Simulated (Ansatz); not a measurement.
# AsH2(SiH3) (SiAsH₅): geometry, orbitals and charge

Aim: characterise AsH2(SiH3) (SiAsH₅) as a singlet: its structure, frontier levels and distribution of charge.

The runs use Ansatz 0.2.0, Gaussian basis; RKS PBE0-D4/def2-TZVP.

Plan: relaxation at r2SCAN-D4/def2-TZVP; a single point at PBE0-D4/def2-TZVP.

**1. The system as given**

7 atoms, charge 0, spin multiplicity 1.

Atoms are counted from 1 here; the program's logs count them from 0.

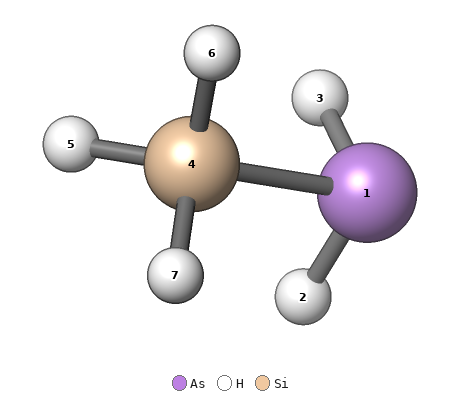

The starting geometry (arsenic purple, hydrogen white, silicon light orange); atoms are numbered from 1 in the order of the file.

Geometry (Å):

```xyz
7
charge 0, multiplicity 1
As    0.5625    1.0248    1.0416
H     1.8025    1.0004    0.1953
H    -0.0193    2.0716    0.1369
Si   -0.4130   -0.7119   -0.1548
H    -0.4557   -0.5133   -1.6085
H    -1.7963   -0.9110    0.2978
H     0.3194   -1.9605    0.0917
```

The start is a GFN2-xTB geometry.

**2. Optimising with r2SCAN-D4/def2-TZVP**

File in.yaml:

```yaml
crystal:
  periodic: [false, false, false]
  atoms:
    - {symbol: As, position_ang: [0.562500, 1.024830, 1.041640]}
    - {symbol: H, position_ang: [1.802470, 1.000380, 0.195280]}
    - {symbol: H, position_ang: [-0.019330, 2.071580, 0.136890]}
    - {symbol: Si, position_ang: [-0.413020, -0.711920, -0.154760]}
    - {symbol: H, position_ang: [-0.455730, -0.513330, -1.608510]}
    - {symbol: H, position_ang: [-1.796270, -0.911000, 0.297770]}
    - {symbol: H, position_ang: [0.319370, -1.960540, 0.091680]}
basis:
  gaussian: {orbitals: def2-TZVP}
hamiltonian: {xc: r2scan, dispersion: d4}
scf: {lower_state_search: "off"}
output: {orbitals: {seedname: orbitals}}
relax: {f_tol: 0.02, max_steps: 100}
```

Launch:

```console
$ ansatz run in.yaml --threads 4 --pin off --events-out ev --progress --plain --max-ram 3916MiB
```

Log:

```text
Functional definition: r2SCAN
  name "r2SCAN"
  cite "Furness, Kaplan, Ning, Perdew & Sun, J. Phys. Chem. Lett. 11, 8208 (2020) doi:10.1021/acs.jpclett.0c02405"
  cite "Furness, Kaplan, Ning, Perdew & Sun, J. Phys. Chem. Lett. 11, 9248 (2020) doi:10.1021/acs.jpclett.0c03077"
  parent r2scan
  parameter k0 = 0.174
  parameter k1 = 0.065
  parameter a1 = 4.9479
  exchange = r2scan_x(k0 = k0, k1 = k1, a1 = a1)
  correlation = r2scan_c
these checks for a lower state are left out or cut short: stability, starts, cluster_reference, orbital_swaps, neighbouring_geometries, increment
845 factors; their error is unknown
mean field evaluation 1: about -68798.6846 eV, gradient 1.7e1 eV
mean field evaluation 2: about -68799.1026 eV, gradient 1.2e1 eV
mean field evaluation 4: about -68799.4955 eV, gradient 6.8e-1 eV
mean field evaluation 8: about -68799.4856 eV, gradient 1.0e-1 eV
mean field evaluation 16: about -68799.4856 eV, gradient 2.4e-6 eV
mean field -68799.48561812 eV, -2528.3344624995 hartree, gradient 2.4e-6 eV, S^2 0.000000; 0 other end points of the search recorded, 0 dependent functions left out
the calculation of the forces begins
reference -68799.48562956 eV, -2528.3344629201 hartree; 26, 26 occupied and 89, 89 virtual orbitals, 845 factors
relax step   1: F+E_penalty+E_count = -68799.51356551 eV  Δ(F+E_penalty+E_count) = +0.000e0 eV  max|allowed force component| = 5.804e-1 eV/Å  Δτ_max = 0.0000 Å  (14 SCF iters, accepted)
these checks for a lower state are left out or cut short: stability, starts, cluster_reference, orbital_swaps, neighbouring_geometries, increment
845 factors; their error is unknown
mean field -68799.51764871 eV, -2528.3356396021 hartree, gradient 2.6e-6 eV, S^2 0.000000; 0 other end points of the search recorded, 0 dependent functions left out
the calculation of the forces begins
reference -68799.51766019 eV, -2528.3356400240 hartree; 26, 26 occupied and 89, 89 virtual orbitals, 845 factors
relax step   2: F+E_penalty+E_count = -68799.54557999 eV  Δ(F+E_penalty+E_count) = -3.201e-2 eV  max|allowed force component| = 1.318e-1 eV/Å  Δτ_max = 0.0619 Å  (19 SCF iters, accepted)
these checks for a lower state are left out or cut short: stability, starts, cluster_reference, orbital_swaps, neighbouring_geometries, increment
845 factors; their error is unknown
mean field -68799.52196590 eV, -2528.3357982560 hartree, gradient 2.6e-6 eV, S^2 0.000000; 0 other end points of the search recorded, 0 dependent functions left out
the calculation of the forces begins
reference -68799.52197741 eV, -2528.3357986789 hartree; 26, 26 occupied and 89, 89 virtual orbitals, 845 factors
relax step   3: F+E_penalty+E_count = -68799.54986055 eV  Δ(F+E_penalty+E_count) = -4.281e-3 eV  max|allowed force component| = 2.812e-2 eV/Å  Δτ_max = 0.0300 Å  (19 SCF iters, accepted)
these checks for a lower state are left out or cut short: stability, starts, cluster_reference, orbital_swaps, neighbouring_geometries, increment
845 factors; their error is unknown
mean field evaluation 32: about -68799.5326 eV, gradient 2.4e-1 eV
mean field -68799.52219428 eV, -2528.3358066486 hartree, gradient 9.3e-7 eV, S^2 0.000000; 0 other end points of the search recorded, 0 dependent functions left out
the calculation of the forces begins
reference -68799.52220578 eV, -2528.3358070714 hartree; 26, 26 occupied and 89, 89 virtual orbitals, 845 factors
relax step   4: F+E_penalty+E_count = -68799.55009736 eV  Δ(F+E_penalty+E_count) = -2.368e-4 eV  max|allowed force component| = 1.487e-2 eV/Å  Δτ_max = 0.0060 Å  (12 SCF iters, accepted)
these checks for a lower state are left out or cut short: stability, starts, cluster_reference, orbital_swaps, neighbouring_geometries, increment
845 factors; their error is unknown
mean field -68799.52240105 eV, -2528.3358142474 hartree, gradient 2.7e-6 eV, S^2 0.000000; 0 other end points of the search recorded, 0 dependent functions left out
the calculation of the forces begins
reference -68799.52241255 eV, -2528.3358146701 hartree; 26, 26 occupied and 89, 89 virtual orbitals, 845 factors
relax step   5: F+E_penalty+E_count = -68799.55030907 eV  Δ(F+E_penalty+E_count) = -2.117e-4 eV  max|allowed force component| = 1.927e-2 eV/Å  Δτ_max = 0.0074 Å  (19 SCF iters, accepted)
these checks for a lower state are left out or cut short: stability, starts, cluster_reference, orbital_swaps, neighbouring_geometries, increment
845 factors; their error is unknown
mean field -68799.52296780 eV, -2528.3358350751 hartree, gradient 2.6e-6 eV, S^2 0.000000; 0 other end points of the search recorded, 0 dependent functions left out
the calculation of the forces begins
reference -68799.52297931 eV, -2528.3358354979 hartree; 26, 26 occupied and 89, 89 virtual orbitals, 845 factors
relax step   6: F+E_penalty+E_count = -68799.55088659 eV  Δ(F+E_penalty+E_count) = -5.775e-4 eV  max|allowed force component| = 4.506e-2 eV/Å  Δτ_max = 0.0288 Å  (18 SCF iters, accepted)
these checks for a lower state are left out or cut short: stability, starts, cluster_reference, orbital_swaps, neighbouring_geometries, increment
845 factors; their error is unknown
mean field -68799.52349288 eV, -2528.3358543713 hartree, gradient 2.7e-6 eV, S^2 0.000000; 0 other end points of the search recorded, 0 dependent functions left out
the calculation of the forces begins
reference -68799.52350439 eV, -2528.3358547943 hartree; 26, 26 occupied and 89, 89 virtual orbitals, 845 factors
relax step   7: F+E_penalty+E_count = -68799.55140051 eV  Δ(F+E_penalty+E_count) = -5.139e-4 eV  max|allowed force component| = 2.726e-2 eV/Å  Δτ_max = 0.0444 Å  (18 SCF iters, accepted)
these checks for a lower state are left out or cut short: stability, starts, cluster_reference, orbital_swaps, neighbouring_geometries, increment
845 factors; their error is unknown
mean field evaluation 64: about -68799.5238 eV, gradient 2.6e-6 eV
mean field -68799.52376436 eV, -2528.3358643482 hartree, gradient 2.7e-6 eV, S^2 0.000000; 0 other end points of the search recorded, 0 dependent functions left out
the calculation of the forces begins
reference -68799.52377588 eV, -2528.3358647714 hartree; 26, 26 occupied and 89, 89 virtual orbitals, 845 factors
relax step   8: F+E_penalty+E_count = -68799.55167170 eV  Δ(F+E_penalty+E_count) = -2.712e-4 eV  max|allowed force component| = 1.158e-2 eV/Å  Δτ_max = 0.0122 Å  (19 SCF iters, accepted)
Total energy: -68799.55168321 eV, -2528.3368903470 hartree
Atom 0 at     0.611343     1.016001     1.047915 Å, force    -0.004267    -0.011578    -0.008869 eV/Å
Atom 1 at     1.815703     1.023101     0.117909 Å, force     0.000924     0.003806     0.000373 eV/Å
Atom 2 at    -0.097941     2.077273     0.219648 Å, force     0.000410    -0.000543    -0.000146 eV/Å
Atom 3 at    -0.413122    -0.735831    -0.172021 Å, force     0.003556     0.006629     0.010317 eV/Å
Atom 4 at    -0.391992    -0.528717    -1.642053 Å, force     0.000541     0.001849    -0.000861 eV/Å
Atom 5 at    -1.822698    -0.852827     0.280056 Å, force    -0.000887     0.000238    -0.001337 eV/Å
Atom 6 at     0.298698    -1.999000     0.148536 Å, force    -0.000277    -0.000401     0.000522 eV/Å
Dipole moment:    -0.000546     0.008365    -0.087238 e Å
Checks for a lower state left out: stability, starts, cluster_reference, orbital_swaps, neighbouring_geometries, increment
```

Run time: 6.5 s. Hardware: 4 threads of Arm Neoverse V2, shared host.

Relaxation path:

```
step  energy from step 1 (eV)  largest force component (eV/Å)
   1                   0.0000                          0.5804
   2                  -0.0320                          0.1318
   3                  -0.0363                          0.0281
   4                  -0.0365                          0.0149
   5                  -0.0367                          0.0193
   6                  -0.0373                          0.0451
   7                  -0.0378                          0.0273
   8                  -0.0381                          0.0116
```

The force was under the threshold of 0.02 eV/Å already at step 4, but the program went on to step 8.

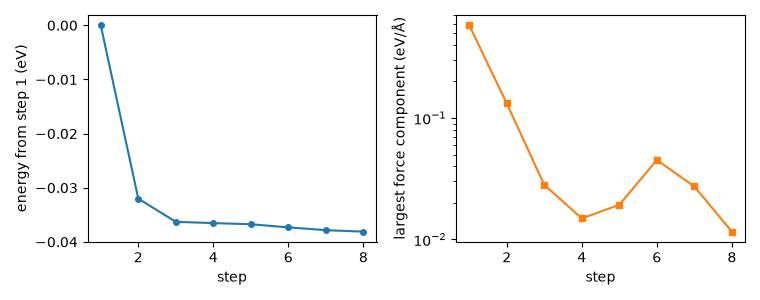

Energy and force, step by step.

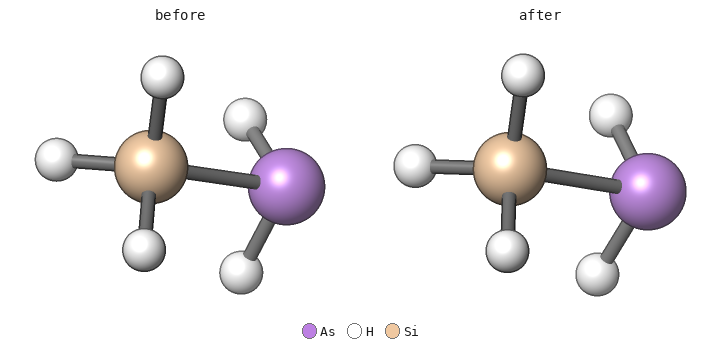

The geometry before (left) and after (right).

Distances of close pairs at the start and the end, largest changes first:

```
   bond  before (Å)  after (Å)  change (Å)
As1–Si4       2.324      2.368      +0.044
 As1–H3       1.501      1.522      +0.021
 As1–H2       1.501      1.522      +0.020
 Si4–H5       1.468      1.485      +0.017
 Si4–H7       1.468      1.485      +0.017
 Si4–H6       1.469      1.485      +0.016
```

Bonds by kind at the end (by distance):

```
 bond  count  shortest (Å)  longest (Å)
As–Si      1         2.368        2.368
 H–Si      3         1.485        1.485
 As–H      2         1.522        1.522
```

**3. Single point, PBE0-D4/def2-TZVP**

start.molden holds the orbitals of an earlier run on this state, given as this run's starting guess.

File in.yaml:

```yaml
crystal:
  periodic: [false, false, false]
  atoms:
    - {symbol: As, position_ang: [0.611343, 1.016001, 1.047915]}
    - {symbol: H, position_ang: [1.815703, 1.023101, 0.117909]}
    - {symbol: H, position_ang: [-0.097941, 2.077273, 0.219648]}
    - {symbol: Si, position_ang: [-0.413122, -0.735831, -0.172021]}
    - {symbol: H, position_ang: [-0.391992, -0.528717, -1.642053]}
    - {symbol: H, position_ang: [-1.822698, -0.852827, 0.280056]}
    - {symbol: H, position_ang: [0.298698, -1.999000, 0.148536]}
basis:
  gaussian: {orbitals: def2-TZVP, initial_orbitals: start.molden}
hamiltonian: {xc: pbe0, dispersion: d4}
output: {orbitals: {seedname: orbitals}}
```

The command is unchanged.

Log:

```text
Functional definition: PBE0
  name "PBE0"
  cite "Adamo & Barone, J. Chem. Phys. 110, 6158 (1999) doi:10.1063/1.478522"
  cite "Perdew, Burke & Ernzerhof, Phys. Rev. Lett. 77, 3865 (1996) doi:10.1103/PhysRevLett.77.3865"
  parent pbe
  parameter a = 0.25
  parameter kappa = 0.804
  parameter beta = 0.06672455060314922
  exchange = (1 - a)*pbe_x(kappa = kappa, mu = beta*pi^2/3) + a*exact_x
  correlation = pbe_c(beta = beta)
911 factors; their error is unknown
mean field evaluation 1: about -68789.4184 eV, gradient 7.4e0 eV
mean field evaluation 2: about -68789.4521 eV, gradient 4.8e-2 eV
mean field evaluation 4: about -68789.7323 eV, gradient 9.1e-5 eV
mean field evaluation 8: about -68789.0379 eV, gradient 1.3e1 eV
mean field evaluation 16: about -68789.7323 eV, gradient 7.0e-2 eV
mean field -68789.73228513 eV, -2527.9760341234 hartree, gradient 2.6e-5 eV, S^2 0.000000; 1 other end points of the search recorded, 0 dependent functions left out
reference -68789.73231492 eV, -2527.9760352182 hartree; 26, 26 occupied and 89, 89 virtual orbitals, 911 factors
Total energy: -68789.83743415 eV, -2527.9798982786 hartree
```

Wall time 0.91 s (4 threads of Arm Neoverse V2, shared host).

HOMO -7.56 eV, LUMO 0.17 eV.

Mulliken charges, from this run's orbitals:

```
atom  value (e)
 As1      -0.19
  H2       0.07
  H3       0.07
 Si4       0.07
  H5      -0.01
  H6      -0.01
  H7      -0.01
```

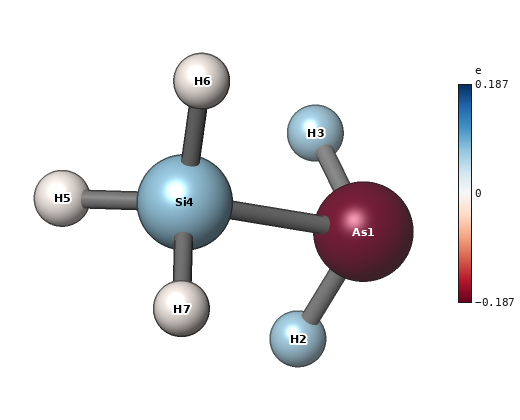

Mulliken charges, from this run's orbitals, as colours on the atoms.

Largest Mayer bond orders: As1–Si4 1.07; Si4–H6 0.95; Si4–H7 0.95; As1–H2 0.95; As1–H3 0.95; Si4–H5 0.94.

**4. Results**

| quantity | value |
| --- | --- |
| point group | Cs |
| commonest bond, hydrogen aside | As–Si, 1 of mean length 2.368 Å |
| HOMO, LUMO at PBE0-D4/def2-TZVP | -7.56, 0.17 eV |
| dipole at r2SCAN-D4/def2-TZVP | 0.42 D |

What this shows: The molecule keeps its bonding pattern by the stored test; the atoms moved 0.07 Å (rms). No usable vibrations, so a minimum isn't proven. The point group is read from a loosely relaxed geometry; soft torsions can leave it below the true symmetry.
